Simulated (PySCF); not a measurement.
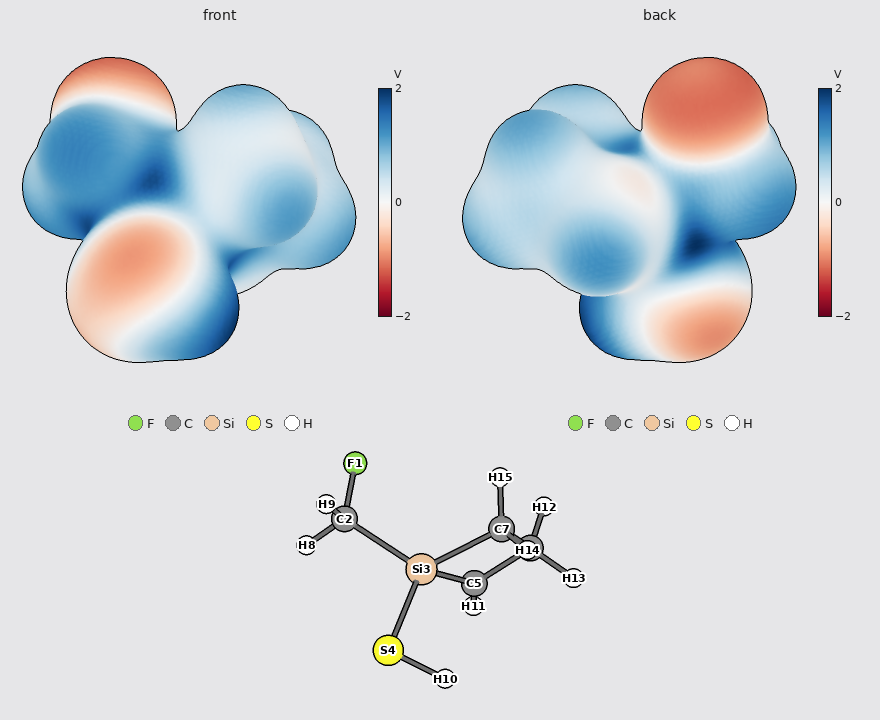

The picture shows: C₄H₈FSSi (doublet). The electrostatic potential painted on the density surface at 0.004 e/bohr³, seen from the front and from behind; red is negative and blue positive. The bare structure is drawn below in the same view.

Geometry: GFN2-xTB.

These are results of UKS B3LYP, pcH-1 on C F H S Si, non-relativistic, mean-field spin-orbit, GIAO (PySCF), not measurements.

```
atom    x (Å)    y (Å)    z (Å)
   F   1.6074  -1.8033   1.3342
   C   1.9947  -1.0276   0.2663
  Si   0.5257   0.0103  -0.3969
   S   1.4725   1.1070  -2.0131
   C  -1.1527  -0.7275  -0.6470
   C  -1.8154   0.1181   0.3808
   C  -0.6073   0.9666   0.8244
   H   2.3745  -1.7076  -0.4990
   H   2.8186  -0.3997   0.6138
   H   0.4150   1.8381  -2.3227
   H  -1.6468  -1.4795  -1.2369
   H  -2.2374  -0.4799   1.1942
   H  -2.6399   0.7129  -0.0243
   H  -0.7395   2.0266   0.6263
   H  -0.3738   0.8534   1.8782
```

### Describe the electrostatic potential map.

The most negative region (about −1.1 V) lies over F1, the most positive (about +1.9 V) over Si3 and H10.
